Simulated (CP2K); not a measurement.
# Convergence study of the cutoff of the density grid for Ba (Im-3m, 1 atom in the cell)

```xyz
1
Lattice="4.3257 0.0000 0.0000 -1.4419 4.0783 0.0000 -1.4419 -2.0392 3.5319" Properties=species:S:1:pos:R:3 pbc="T T T"
Ba     0.0000     0.0000     0.0000
```

Level of theory: PBE, GPW, DZVP-MOLOPT-SR-GTH basis, GTH-PBE potentials (GTH_POTENTIALS) (CP2K 2026.2).

Base settings: CUTOFF = 500 Ry; REL_CUTOFF = 40 Ry; SMEAR/METHOD = GAUSSIAN; SIGMA = 0.1 eV; KPOINTS/SCHEME = MONKHORST-PACK 3 3 3; XC_FUNCTIONAL = PBE; Ba/BASIS_SET = DZVP-MOLOPT-SR-GTH-q10; Ba/POTENTIAL = GTH-PBE-q10; METHOD = GPW; EPS_DEFAULT = 1e-10.

The second cell is the first with its lattice scaled by 0.98.

The mesh stays at the base's, so the ladder's end is converged at best in this setting alone.

Only quantities that move along the ladder and can be compared are tabulated; the gap is left out on so coarse a mesh.

The starting cell has typed, rounded lattice constants, without a prior relaxation at this level. Its lattice was rescaled by up to half a per cent. Values carry the incompleteness of an atom-centred basis.

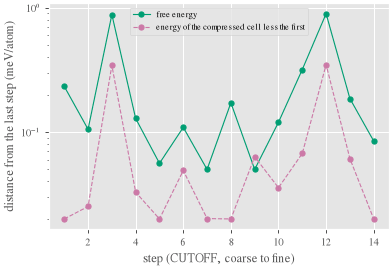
*Distance from the last step along the ladder; very small values are drawn at a floor.*

| CUTOFF | free energy less the last step's (meV/atom) | energy of the compressed cell less the first (meV/atom) |
|---|---|---|
| 180 Ry | 0.23 | 27.06 |
| 220 Ry | 0.11 | 27.01 |
| 250 Ry | -0.88 | 27.38 |
| 280 Ry | 0.13 | 27.01 |
| 300 Ry | 0.06 | 27.06 |
| 350 Ry | 0.11 | 26.99 |
| 400 Ry | 0.01 | 27.02 |
| 450 Ry | 0.17 | 27.02 |
| 500 Ry | 0.02 | 27.10 |
| 600 Ry | 0.12 | 27.00 |
| 680 Ry | 0.32 | 26.97 |
| 750 Ry | -0.89 | 27.39 |
| 880 Ry | 0.19 | 26.98 |
| 1000 Ry | 0.08 | 27.05 |
| 1200 Ry | 0.00 | 27.04 |

Coarsest CUTOFF that holds the energy of the compressed cell less the first within 0.2 meV/atom of the last step, with all finer ones: 880 Ry; the step before is off by 0.35 meV/atom.

Coarsest CUTOFF that holds the free energy within 0.5 meV/atom of the last step, with all finer ones: 880 Ry; the step before is off by 0.89 meV/atom.

Left out of this page: 2 runs of the series outside the window shown, repeating another row's setting, or not comparable.
